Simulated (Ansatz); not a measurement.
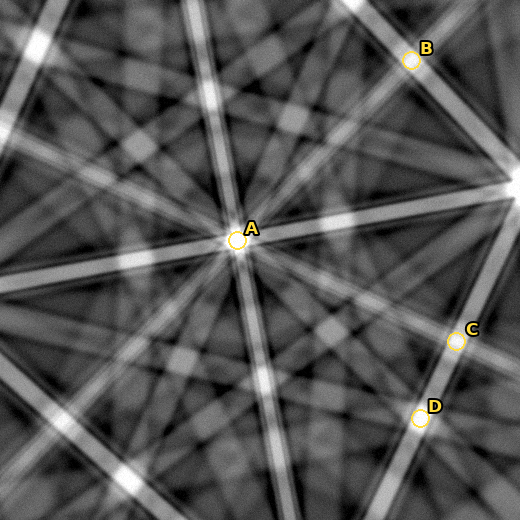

Simulated Kikuchi (electron backscatter) pattern at 20 kV: kinematic bands of width 2θ(Bragg) in gnomonic projection, seen from the camera side; the frame spans ±31° from its centre. Crystal: KSr₂H₆, space group Fm-3m (No. 225), a = 8.12 Å. Structure: the geometry relaxed with Ansatz, DFT, PAW plane waves, r2scan; the starting structure was generated, so it need not be a known form of this composition.

Pole A is [110] and pole B is [12-1].

Q: Index the poles C and D.

A: C is [21-1], 30.0° from A and 33.6° from B. D is [31-1], 31.5° from A and 42.4° from B.

Q: Which band joins A and D, and how wide is it?

A: It comes from the planes common to both zones. The strongest order is 2 -2 4 with d = 1.657 Å, so the band is 2θ = 3.0° wide (λ = 0.0859 Å).
